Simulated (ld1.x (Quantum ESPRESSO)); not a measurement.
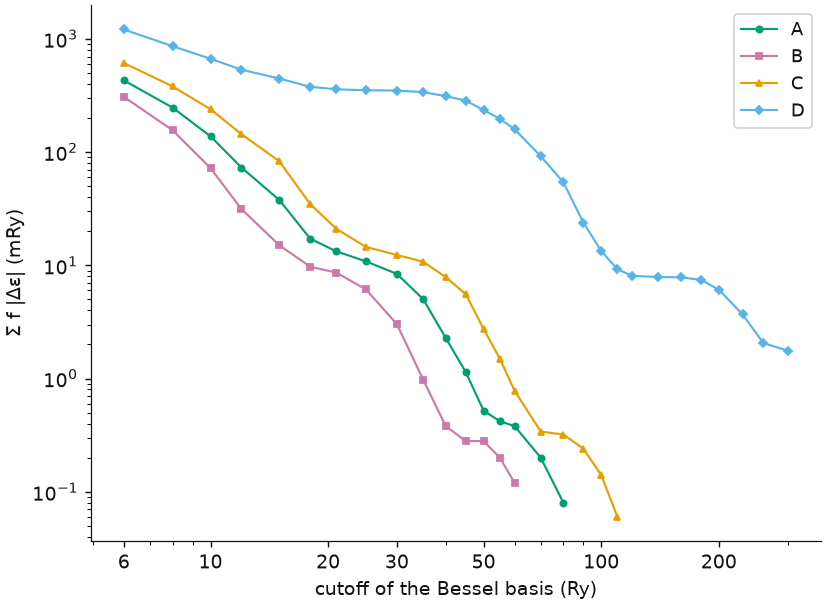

The occupation-weighted error of the valence levels in a spherical-Bessel basis for 4 variants of one potential.

Base settings:

Ld1.x (Quantum ESPRESSO) 7.5 input:

```
 &input
   title='S', zed=16., rel=1, dft='PZ', iswitch=3,
   config='[Ne] 3s2 3p4'
 /
 &inputp
   pseudotype=1, tm=.true., lloc=0,
   nlcc=.true., rcore=1.20
 /
2
3P  2  1   4.00   0.00  1.50  1.50  0.0
3S  1  0   2.00   0.00  1.45  1.45  0.0
 &test
   configts(1)='3s2 3p4'
 /
```

Question: The variants differ in the radius of the s channel: 0.92 bohr, 1.34 bohr, 1.78 bohr, 2.06 bohr. Which curve belongs to which value?

Answer: A: 1.78 bohr; B: 2.06 bohr; C: 1.34 bohr; D: 0.92 bohr.

Question: What did the other tests of these runs give?

Answer: A: loose cutoff 30 Ry; bound ghosts none; largest test error +130 meV. B: loose cutoff 18 Ry; bound ghosts none; largest test error +200 meV. C: loose cutoff 40 Ry; bound ghosts none; largest test error +94 meV. D: loose cutoff 110 Ry; bound ghosts none; largest test error +181 meV. The loose cutoff is the first of the cutoffs, on a coarse ladder, from which the occupation-weighted sum of valence levels, in a spherical-Bessel basis at the reference potential, stays within 10 and 1 mRy of its value at 400 Ry.
